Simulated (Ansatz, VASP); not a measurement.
# InGaAsP: VASP beside Ansatz, part 2 of 2

Wanted: the spread between two codes on one cell, functional and k mesh. The cell is invented: As first built, before any earlier steps moved the atoms (in the runner's words): it takes the InGaAs2 structure with some of its atoms replaced by other elements, volume scaled by an estimate. It may not be a known or stable phase. The cell is taken from a series of VASP runs on this material, whose earlier steps may have relaxed, scaled or displaced it; both programs get it as it stands. Valence electrons are named where the data sets of a main pair hold unlike numbers.

VASP 6.6.1 and Ansatz 0.2.0.

So far: The starting structure; VASP: band structure, PBEsol; Ansatz: band structure, PBEsol.

## (4) Side by side

Known differences besides the potentials themselves: the data sets hold 46 valence electrons in Ansatz (on its default PAW (the set named soft_2) files) and 36 in VASP; the cutoff is 420 eV in Ansatz and 400 eV in VASP; Ansatz makes its cores anew for this functional, VASP keeps those of its PBE data sets; VASP leaves aspherical gradient terms in its spheres out (LASPH is not set), Ansatz keeps them. Total energies have different zeros and are not compared.

Compared:

```
      quantity  Ansatz  VASP  difference
pressure (GPa)    0.06  0.03       +0.03
```

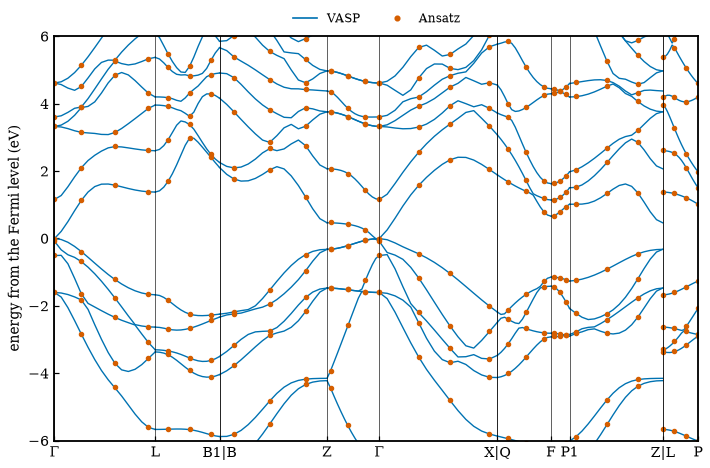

Bands from VASP (lines) and levels from Ansatz (dots). Dots without a line are higher empty bands that the VASP plot leaves out.

At this near-relaxed geometry the largest component of a force difference is 13 meV/Å. Levels from 3 eV below to 2 eV above the Fermi level differ by 7 meV r.m.s. and 10 meV at most; each VASP level is matched to the nearest of Ansatz, which flatters the figure a little. Ansatz's pressure holds a Pulay correction of 0.03 GPa; VASP's holds none.

## (5) Ansatz: band structure, PBEsol, spin-orbit coupling

A single point gives forces, pressure and levels at one fixed geometry, so differences don't come from the geometry; what else differs is listed under the comparison.

The cell is taken from a series of VASP runs on this material, whose earlier steps may have relaxed, scaled or displaced it; both programs get it as it stands.

input.yaml reads:

```yaml
crystal:
  lattice:
    - [2.0348332696, 1.174810859, 6.6989738757]
    - [-2.0348332696, 1.174810859, 6.6989738757]
    - [0.0, -2.3496226582, 6.6989738711]
  atoms:
    - { symbol: In, position: [0.6216017006, 0.6216017006, 0.6216017006] }
    - { symbol: As, position: [0.0059138282, 0.0059138282, 0.0059138282] }
    - { symbol: Ga, position: [0.127357638, 0.127357638, 0.127357638] }
    - { symbol: P, position: [0.495127833, 0.495127833, 0.495127833] }
hamiltonian:
  xc: pbesol
  pseudopotentials: { kind: paw_fr }
magnetization:
  noncollinear: true
  spin_orbit: true
kpoints:
  mp_grid: { grid: [5, 5, 5] }
  band_path:
    path:
      - [0.0, 0.0, 0.0]
      - [0.13333, 0.0, 0.0]
      - [0.3, 0.0, 0.0]
      - [0.46667, 0.0, 0.0]
      - [0.5, 0.03743, -0.03743]
      - [0.5, 0.09982, -0.09982]
      - [0.5, 0.16221, -0.16221]
      - [0.77112, 0.5, 0.22888]
      - [0.66684, 0.5, 0.33316]
      - [0.56257, 0.5, 0.43743]
      - [0.46667, 0.46667, 0.46667]
      - [0.3, 0.3, 0.3]
      - [0.13333, 0.13333, 0.13333]
      - [0.0, 0.0, 0.0]
      - [0.11453, 0.0, -0.11453]
      - [0.20615, 0.0, -0.20615]
      - [0.32068, 0.0, -0.32068]
      - [0.62513, 0.37487, 0.0]
      - [0.57299, 0.42701, 0.0]
      - [0.52086, 0.47914, 0.0]
      - [0.52086, 0.52086, 0.02496]
      - [0.57299, 0.57299, 0.08735]
      - [0.62513, 0.62513, 0.14974]
      - [0.64599, 0.64599, 0.20803]
      - [0.59385, 0.59385, 0.3123]
      - [0.54171, 0.54171, 0.41658]
      - [0.5, 0.0, 0.0]
      - [0.60428, 0.11453, 0.11453]
      - [0.70855, 0.22906, 0.22906]
      - [0.81283, 0.34359, 0.34359]
    npoints: 1
scf:
  occupations: { method: gaussian, width: 0.05 }
  n_extra_bands: 16
output:
  forces: true
  stress: true
  eigenvalues: true
```

Run with:

```sh
$ ansatz run input.yaml --threads 2 --pin off --max-ram 4608MiB --backend cpu --events-out ev --progress --plain --runs-dir out
```

Numbers of over 12 decimals in the logs are rounded to 6 here.

Log:

```text
[...]
non-collinear run that drives no moment, with spin-orbit: no starting moment large enough to seed its density (crystal.atoms[].spin), no starting occupations that ask for one, no magnetisation constraint and no magnetic field, so the semilocal B_xc is pinned to zero
Crystal: 4 atoms, lattice volume = 96.085 Å³
[...]
k-point 0: bands = [... 42 lower, 7.5418, 7.5418, 7.6342, 7.6342, 7.7718, 7.7718, 8.8282, 8.8282, ... 12 higher]
  k-point 1: bands = [... 42 lower, 6.5843, 6.6445, 6.9428, 6.9466, 9.2214, 9.2289, 10.1133, 10.1572, ... 12 higher]
  k-point 2: bands = [... 42 lower, 5.1355, 5.1355, 6.1118, 6.1129, 9.1234, 9.1254, 10.3129, 10.3344, ... 12 higher]
  k-point 18: bands = [... 42 lower, 5.8805, 5.9024, 6.9580, 6.9681, 9.3021, 9.3056, 10.3425, 10.3652, ... 12 higher]
[key lines of the parts left out:]
SCF converged after 9 iterations
Magnetization: |M| = 0.0000 μB,  M = (+0.0000, +0.0000, +0.0000) μB
Free energy (F): -14824.589146 eV
Fermi energy:    7.725034 eV
P = ⅓ Tr σ = 0.0932 GPa (0.932 kbar)
```

Wall time 23 s (2 threads of Intel Xeon Platinum 8259CL at 2.50GHz (Skylake/Cascade Lake), shared host); peak memory 0.88 GiB.

## (6) VASP: band structure, PBEsol, spin-orbit coupling

The same cell, functional, mesh and smearing now go to VASP, with its own data sets.

INCAR reads:

```
SYSTEM = InGaAsP
PREC = Accurate
ENCUT = 400
EDIFF = 1E-06
NELM = 100
ISMEAR = 0
SIGMA = 0.05
LREAL = .FALSE.
ALGO = Normal
GGA = PS
LNONCOLLINEAR = .TRUE.
MAGMOM = 0 0 0 0 0 0 0 0 0 0 0 0
NBANDS = 48
GGA_COMPAT = .FALSE.
LASPH = .TRUE.
LSORBIT = .TRUE.
LORBIT = 11
LWAVE = .FALSE.
LCHARG = .FALSE.
KPAR = 2
```

POSCAR reads:

```
InGaAsP
1.0
    2.0348332696      1.1748108590      6.6989738757
   -2.0348332696      1.1748108590      6.6989738757
    0.0000000000     -2.3496226582      6.6989738711
In As Ga P
1 1 1 1
Direct
    0.6216017006      0.6216017006      0.6216017006
    0.0059138282      0.0059138282      0.0059138282
    0.1273576380      0.1273576380      0.1273576380
    0.4951278330      0.4951278330      0.4951278330
```

KPOINTS reads:

```
Automatic mesh
0
Gamma
5 5 5
0 0 0
```

KPOINTS_OPT reads:

```
Line mode
16
Line-mode
Reciprocal
  0.00000000   0.00000000   0.00000000 GAMMA
  0.50000000   0.00000000   0.00000000 L

  0.50000000   0.00000000   0.00000000 L
  0.50000000   0.18717018  -0.18717018 B1

  0.81282982   0.50000000   0.18717018 B
  0.50000000   0.50000000   0.50000000 Z

  0.50000000   0.50000000   0.50000000 Z
  0.00000000   0.00000000   0.00000000 GAMMA

  0.00000000   0.00000000   0.00000000 GAMMA
  0.34358509   0.00000000  -0.34358509 X

  0.65641491   0.34358509   0.00000000 Q
  0.50000000   0.50000000   0.00000000 F

  0.50000000   0.50000000   0.00000000 F
  0.65641491   0.65641491   0.18717018 P1

  0.65641491   0.65641491   0.18717018 P1
  0.50000000   0.50000000   0.50000000 Z

  0.50000000   0.00000000   0.00000000 L
  0.81282982   0.34358509   0.34358509 P
```

PAW data sets: In_d, As, Ga_d and P (PBE family, release 64).

Run with:

```sh
$ mpirun -np 2 vasp_ncl
```

Log:

```text
[banner, memory and clock lines left out]
running    2 mpi-ranks, on    1 nodes
[...]
[... a notice as in an earlier step ...]

 LDA part: xc-table for (Slater+PW92), standard interpolation
 POSCAR, INCAR and KPOINTS ok, starting setup
[...]
entering main loop
       N       E                     dE             d eps       ncg     rms          rms(c)
DAV:   1     0.308646749713E+03    0.30865E+03   -0.13978E+04  3552   0.165E+03
DAV:   2     0.310116613437E+02   -0.27764E+03   -0.26612E+03  3480   0.480E+02
DAV:   3    -0.157767903002E+02   -0.46788E+02   -0.45560E+02  3976   0.178E+02
DAV:   4    -0.185914211706E+02   -0.28146E+01   -0.27996E+01  4296   0.436E+01
[...]
DAV:  12    -0.180836463290E+02   -0.19041E-04   -0.64037E-05  5128   0.697E-02    0.268E-02
DAV:  13    -0.180836471546E+02   -0.82567E-06   -0.10896E-05  4384   0.246E-02    0.105E-02
DAV:  14    -0.180836476995E+02   -0.54481E-06   -0.13963E-06  3328   0.115E-02
   1 F= -.18083648E+02 E0= -.18083545E+02  d E =-.206143E-03  mag=    -0.0000    -0.0000     0.0000
 Start KPOINTS_OPT (optional k-point list driver)
k-point batch [1-35\144]
       N       E                     dE             ncg
DAV:   1     0.417043032398E+04   -0.21178E+05     3552
DAV:   2    -0.559353183292E+04   -0.97640E+04     3504
DAV:   3    -0.721970967886E+04   -0.16262E+04     3888
DAV:   4    -0.731420343999E+04   -0.94494E+02     4344
[...]
DAV:   8    -0.731728717939E+04   -0.10845E-03     5248
DAV:   9    -0.731728718520E+04   -0.58141E-05     3840
DAV:  10    -0.731728718565E+04   -0.44574E-06     2616
[...]
k-point batch [141-144\144]
       N       E                     dE             ncg
DAV:   1     0.226675182182E+05   -0.33368E+04      400
DAV:   2     0.215740892633E+05   -0.10934E+04      408
DAV:   3     0.214004930933E+05   -0.17360E+03      448
DAV:   4     0.213906855057E+05   -0.98076E+01      472
DAV:   5     0.213902909477E+05   -0.39456E+00      544
DAV:   6     0.213902786800E+05   -0.12268E-01      576
DAV:   7     0.213902781312E+05   -0.54884E-03      616
DAV:   8     0.213902781193E+05   -0.11909E-04      584
DAV:   9     0.213902781188E+05   -0.47680E-06      384
```

Parts of OUTCAR (step 6):

```text
  Total        0.0826083      0.0826083      0.0018158      0.0000000      0.0000000      0.0000000
  in kB        1.3774571      1.3774562      0.0302780      0.0000000      0.0000000      0.0000000
  external PRESSURE =       0.9283971 kB  Pullay stress =       0.0000000 kB

 POSITION                                       TOTAL-FORCE (eV/Angst)
 -----------------------------------------------------------------------------------
      0.00000     -0.00000     12.49228         0.000000      0.000000     -0.022476
      0.00000     -0.00000      0.11885         0.000000     -0.000000      0.008413
      0.00000     -0.00000      2.55950         0.000000     -0.000000      0.009123
      0.00000     -0.00000      9.95055         0.000000     -0.000000      0.004940
 -----------------------------------------------------------------------------------
    total drift:                               -0.000000     -0.000032     -0.001225

  FREE ENERGIE OF THE ION-ELECTRON SYSTEM (eV)
  ---------------------------------------------------
  free  energy   TOTEN  =       -18.0836476995 eV

  energy  without entropy=      -18.0834415560  energy(sigma->0) =      -18.08354463

 magnetization (x)
# of ion       s       p       d       tot
------------------------------------------
    1        0.000   0.000   0.000   0.000
    2        0.000   0.000   0.000   0.000
    3        0.000   0.000   0.000   0.000
    4        0.000   0.000   0.000   0.000
--------------------------------------------------
tot          0.000   0.000   0.000   0.000

 magnetization (y)
# of ion       s       p       d       tot
------------------------------------------
    1        0.000   0.000  -0.000   0.000
    2        0.000   0.000   0.000   0.000
    3        0.000  -0.000   0.000  -0.000
    4        0.000   0.000   0.000   0.000
--------------------------------------------------
tot          0.000   0.000   0.000   0.000

 magnetization (z)
# of ion       s       p       d       tot
------------------------------------------
    1        0.000   0.000   0.000   0.000
    2        0.000   0.000   0.000   0.000
    3        0.000   0.000   0.000   0.000
    4        0.000   0.000   0.000   0.000
--------------------------------------------------
tot          0.000   0.000   0.000   0.000

[... 1 part as in an earlier step ...]

[... 2 further parts left out ...]
[key lines of the parts left out:]
E-fermi :   4.7880
```

The run ends at a pressure of 0.09 GPa, with forces up to 0.022 eV/Å.

## (7) Side by side

What differs besides the data sets and the points named for the pairs above, as far as they apply: spin-orbit coupling enters by fully relativistic files in Ansatz and inside the spheres in VASP; the data sets hold 46 valence electrons in Ansatz (on its fully relativistic PAW (standard-fr) files) and 36 in VASP. Total energies have different zeros and are not compared.

The two programs side by side:

```
      quantity  Ansatz  VASP  difference
pressure (GPa)    0.09  0.09        0.00
```

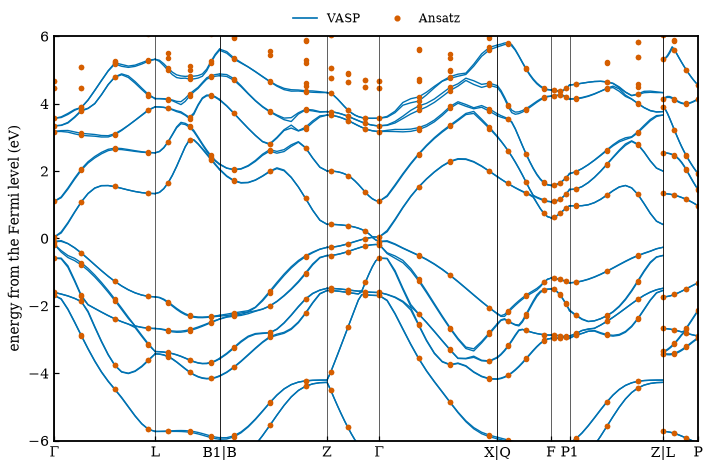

Bands from VASP (lines) and levels from Ansatz (dots). Dots without a line are higher empty bands that the VASP plot leaves out.

At this near-relaxed geometry the largest component of a force difference is 13 meV/Å. Levels from 3 eV below to 2 eV above the Fermi level differ by 4 meV r.m.s. and 8 meV at most; each VASP level is matched to the nearest of Ansatz, which flatters the figure a little. Our record labels this cell a metal in VASP alone; each run is judged by its own test, so with a small gap or wide smearing the label says little about the levels. Ansatz's pressure holds a Pulay correction of 0.03 GPa; VASP's holds none.

## (8) Results

- r.m.s. difference of levels near the Fermi level (band structure, PBEsol): 7.2 meV
- r.m.s. difference of levels near the Fermi level (band structure, PBEsol, spin-orbit coupling): 4.3 meV

What this shows: The r.m.s. difference of levels near the Fermi level is 7.2 meV (band structure, PBEsol), within the 80 meV picked in this series as the mark of a large difference. The data sets hold unlike numbers of valence electrons (46 in Ansatz and 36 in VASP), so part of the differences comes from the potentials. Such differences can come from data sets, numerical settings and the points named under the comparisons, not from the functional's error against experiment.

[Lines on the potential files, build, host, timing and source positions are cut from VASP's logs without a mark.]

[Logs are printed without paths, hosts, clocks, repeated set-up lines and the standing remarks that a program may print on its own settings, such as how far it seeks lower states.]

[Hosts, paths, dates, database ids (printed as entryN), source tags and the programs' standing remarks are cut or masked in the printed files.]
